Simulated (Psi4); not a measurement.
SF4: molecular dynamics (part 1 of 2)

SF4, SMILES FS(F)(F)F, computed with B3LYP/6-31G*, RKS (Psi4 1.11).

The geometry comes from this level: PBE0-D4/def2-TZVP.

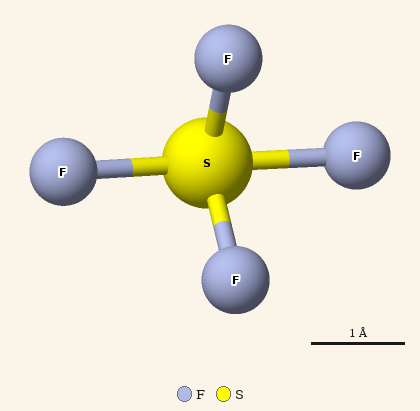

*The starting structure (ball-and-stick view, seen at a tilt).*

Bond lengths as drawn: F–S 1.55 to 1.65 Å.

## The input (f4s_ase.py)
```python
import numpy as np
from ase.calculators.psi4 import Psi4
from ase.io import read
from ase import units
from ase.md.velocitydistribution import MaxwellBoltzmannDistribution, Stationary
from ase.md.verlet import VelocityVerlet

a = read('f4s.xyz')
calc = Psi4(atoms=a, method='b3lyp', basis='6-31G*', memory='1600MB', num_threads=1, charge=0, multiplicity=1, label='psi4-calc')
a.calc = calc

MaxwellBoltzmannDistribution(a, temperature_K=1000.0, rng=np.random.default_rng(915))
Stationary(a)
dyn = VelocityVerlet(a, 0.5 * units.fs)
def show():
    ep, ek = a.get_potential_energy(), a.get_kinetic_energy()
    print(f'step {dyn.nsteps:3d}  Epot {ep:14.6f}  Ekin {ek:9.6f}  Etot {ep + ek:14.6f} eV  T {a.get_temperature():7.1f} K')
dyn.attach(show)
dyn.run(15)
```

## File f4s.xyz
```
5
F4S
F     -0.561200    -0.228000     1.172800
S      0.064000    -0.357400    -0.243000
F      1.536700    -0.462000     0.491400
F     -1.440100    -0.077300    -0.858200
F      0.400600     1.124600    -0.563100
```

Launch command:
```bash
python f4s_ase.py
```

## Output
```
gradient() will perform analytic gradient computation.

   => Loading Basis Set <=

    Name: 6-31G*
    Role: ORBITAL
    Keyword: BASIS

         ---------------------------------------------------------
                                   SCF
                              RKS Reference
                        1 Threads,   1525 MiB Core
         ---------------------------------------------------------

  ==> Geometry <==

    Molecular point group: c1
    Full point group: C1

    Geometry (in Angstrom), charge = 0, multiplicity = 1:

       Center              X                  Y                   Z               Mass
    ------------   -----------------  -----------------  -----------------  -----------------
         F           -0.657004676326    -0.222565554608     1.201746493431    18.998403162730
         S            0.088257282501    -0.263248830470    -0.217480586592    31.972071174400
         F            1.526714456935    -0.450929679196     0.571608572025    18.998403162730
         F           -1.412554608329    -0.063236194973    -0.802645691286    18.998403162730
         F            0.394318233478     1.179748153513    -0.604715204343    18.998403162730

  Running in c1 symmetry.

  Rotational constants: A =      0.21111  B =      0.13910  C =      0.10412 [cm^-1]
  Rotational constants: A =   6328.84846  B =   4170.26141  C =   3121.31489 [MHz]
  Nuclear repulsion =  297.482435757616770

  Charge       = 0
  Multiplicity = 1
  Electrons    = 52
  Nalpha       = 26
  Nbeta        = 26

  ==> Algorithm <==

  SCF Algorithm Type is DF.
  DIIS enabled.
  MOM disabled.
  Fractional occupation disabled.
  Guess Type is SAD.
  Energy threshold   = 1.00e-08
  Density threshold  = 1.00e-08
  Integral threshold = 1.00e-12

  ==> Primary Basis <==

  Basis Set: 6-31G*
    Blend: 6-31G*
    Number of shells: 32
    Number of basis functions: 79
    Number of Cartesian functions: 79
    Spherical Harmonics?: false
    Max angular momentum: 2

  ==> DFT Potential <==

   => LibXC <=

    Version 7.1.2

   => Composite Functional: B3LYP <=

    B3LYP Hyb-GGA Exchange-Correlation Functional

    Deriv               =              1
    GGA                 =           TRUE
    Meta                =          FALSE

    Exchange Hybrid     =           TRUE
    MP2 Hybrid          =          FALSE

   => Exchange Functionals <=

    0.0800   Slater exchange
    0.7200         Becke 88

   => Exact (HF) Exchange <=

    0.2000               HF

   => Correlation Functionals <=

    0.1900   Vosko, Wilk & Nusair (VWN5_RPA)
    0.8100   Lee, Yang & Parr

   => LibXC Density Thresholds  <==

    XC_HYB_GGA_XC_B3LYP:  1.00E-15

   => Molecular Quadrature <=

    Radial Scheme          =       TREUTLER
    Pruning Scheme         =           NONE
    Nuclear Scheme         =       TREUTLER

    Blocking Scheme        =         OCTREE
    BS radius alpha        =              1
    Pruning alpha          =              1
    Radial Points          =             75
    Spherical Points       =            302
    Total Points           =         108232
    Total Blocks           =            867
    Max Points             =            256
    Max Functions          =             77
    Weights Tolerance      =       1.00E-15

   => Loading Basis Set <=

    Name: (6-31G* AUX)
    Role: JKFIT
    Keyword: DF_BASIS_SCF

  ==> Integral Setup <==

  DFHelper Memory: AOs need 0.024 GiB; user supplied 0.908 GiB.
  SCF_SUBTYPE=INCORE selected. In-core MEM_DF algorithm will be used.
  Using in-core AOs.

  ==> MemDFJK: Density-Fitted J/K Matrices <==

    J tasked:                   Yes
    K tasked:                   Yes
    wK tasked:                   No
    Memory [MiB]:               930
    Algorithm:                 Core
    Schwarz Cutoff:           1E-12
    Mask sparsity (%):       0.6409
    Fitting Condition:        1E-10

   => Auxiliary Basis Set <=

  Basis Set: (6-31G* AUX)
    Blend: CC-PVDZ-JKFIT
    Number of shells: 132
    Number of basis functions: 454
    Number of Cartesian functions: 454
    Spherical Harmonics?: false
    Max angular momentum: 3

  Cached 100.0% of DFT collocation blocks in 0.209 [GiB].

  Minimum eigenvalue in the overlap matrix is 3.7239359008E-03.
  Reciprocal condition number of the overlap matrix is 6.9569574803E-04.
    Using symmetric orthogonalization.

  ==> Pre-Iterations <==

  SCF Guess: Superposition of Atomic Densities via on-the-fly atomic UHF (no occupation information).

   -------------------------
    Irrep   Nso     Nmo
   -------------------------
     A         79      79
   -------------------------
    Total      79      79
   -------------------------

  ==> Iterations <==

                           Total Energy        Delta E     RMS |[F,P]|

   @DF-RKS iter SAD:  -797.42138522039966   -7.97421e+02   0.00000e+00
   @DF-RKS iter   1:  -797.29885915935267    1.22526e-01   8.53942e-03 DIIS/ADIIS
   @DF-RKS iter   2:  -797.01624890771745    2.82610e-01   1.45861e-02 DIIS/ADIIS
   @DF-RKS iter   3:  -797.44725918384700   -4.31010e-01   1.02360e-03 DIIS/ADIIS
   @DF-RKS iter   4:  -797.44860036225589   -1.34118e-03   6.06698e-04 DIIS/ADIIS
   @DF-RKS iter   5:  -797.44930881229072   -7.08450e-04   7.95960e-05 DIIS
   @DF-RKS iter   6:  -797.44932382543300   -1.50131e-05   2.90599e-05 DIIS
   @DF-RKS iter   7:  -797.44932543365474   -1.60822e-06   7.86158e-06 DIIS
   @DF-RKS iter   8:  -797.44932556360004   -1.29945e-07   9.79478e-07 DIIS
   @DF-RKS iter   9:  -797.44932556618210   -2.58206e-09   2.63303e-07 DIIS
   @DF-RKS iter  10:  -797.44932556631704   -1.34946e-10   1.59511e-07 DIIS
   @DF-RKS iter  11:  -797.44932556636820   -5.11591e-11   2.62088e-08 DIIS
   @DF-RKS iter  12:  -797.44932556637048   -2.27374e-12   3.46106e-09 DIIS
  Energy and wave function converged.

  ==> Post-Iterations <==

   Electrons on quadrature grid:
      Ntotal   =   52.0000235823 ; deviation = 2.358e-05

    Orbital Energies [Eh]
    ---------------------

    Doubly Occupied:

       1A    -89.185459     2A    -24.797522     3A    -24.762547
       4A    -24.705050     5A    -24.699293     6A     -8.206774
       7A     -6.172400     8A     -6.171080     9A     -6.163877
      10A     -1.350207    11A     -1.270568    12A     -1.204388
      13A     -1.186603    14A     -0.787426    15A     -0.629577
      16A     -0.604852    17A     -0.588684    18A     -0.523439
      19A     -0.502683    20A     -0.481777    21A     -0.479392
      22A     -0.430791    23A     -0.420884    24A     -0.413725
      25A     -0.396285    26A     -0.323860

    Virtual:

      27A     -0.048084    28A     -0.001402    29A      0.095738
      30A      0.246781    31A      0.299542    32A      0.310395
      33A      0.312354    34A      0.554906    35A      0.575423
      36A      0.607910    37A      0.819034    38A      0.884262
      39A      1.085027    40A      1.089819    41A      1.113313
      42A      1.123662    43A      1.131845    44A      1.176222
      45A      1.190488    46A      1.205044    47A      1.293252
      48A      1.311627    49A      1.338915    50A      1.412623
      51A      1.426742    52A      1.463963    53A      1.700568
      54A      1.715706    55A      1.727475    56A      1.744809
      57A      1.775226    58A      1.786522    59A      1.810524
      60A      1.824171    61A      1.850027    62A      1.860019
      63A      1.920724    64A      1.961834    65A      1.972751
      66A      2.012489    67A      2.045967    68A      2.047516
      69A      2.139280    70A      2.171101    71A      2.454653
      72A      2.484270    73A      2.777958    74A      2.899181
      75A      3.796318    76A      3.909348    77A      4.101213
      78A      4.486734    79A      4.838737

    Final Occupation by Irrep:
              A
    DOCC [    26 ]
    NA   [    26 ]
    NB   [    26 ]

  @DF-RKS Final Energy:  -797.44932556637048

   => Energetics <=

    Nuclear Repulsion Energy =            297.4824357576167699
    One-Electron Energy =               -1697.9343459033336785
    Two-Electron Energy =                 657.5980515024216402
    DFT Exchange-Correlation Energy =     -54.5954669230751364
    Empirical Dispersion Energy =           0.0000000000000000
    VV10 Nonlocal Energy =                  0.0000000000000000
    Total Energy =                       -797.4493255663704758

Computation Completed

Properties will be evaluated at   0.000000,   0.000000,   0.000000 [a0]

Properties computed using the SCF density matrix

 Multipole Moments:

 ------------------------------------------------------------------------------------
     Multipole            Electronic (a.u.)      Nuclear  (a.u.)        Total (a.u.)
 ------------------------------------------------------------------------------------

 L = 1.  Multiply by 2.5417464519 to convert [e a0] to [Debye]
 Dipole X            :         -0.0227151            0.1424422            0.1197271
 Dipole Y            :          0.4122194           -0.4248686           -0.0126492
 Dipole Z            :          0.1341704           -0.3510012           -0.2168308
 Magnitude           :                                                    0.2480125

 ------------------------------------------------------------------------------------

	total time  =          2 seconds =       0.03 minutes

         ------------------------------------------------------------
                                   SCF GRAD
         ------------------------------------------------------------

  ==> Geometry <==

    Molecular point group: c1
    Full point group: C1

    Geometry (in Angstrom), charge = 0, multiplicity = 1:

       Center              X                  Y                   Z               Mass
    ------------   -----------------  -----------------  -----------------  -----------------
         F           -0.657004676326    -0.222565554608     1.201746493431    18.998403162730
         S            0.088257282501    -0.263248830470    -0.217480586592    31.972071174400
         F            1.526714456935    -0.450929679196     0.571608572025    18.998403162730
         F           -1.412554608329    -0.063236194973    -0.802645691286    18.998403162730
         F            0.394318233478     1.179748153513    -0.604715204343    18.998403162730

  Nuclear repulsion =  297.482435757616770

  ==> Basis Set <==

  Basis Set: 6-31G*
    Blend: 6-31G*
    Number of shells: 32
    Number of basis functions: 79
    Number of Cartesian functions: 79
    Spherical Harmonics?: false
    Max angular momentum: 2
```
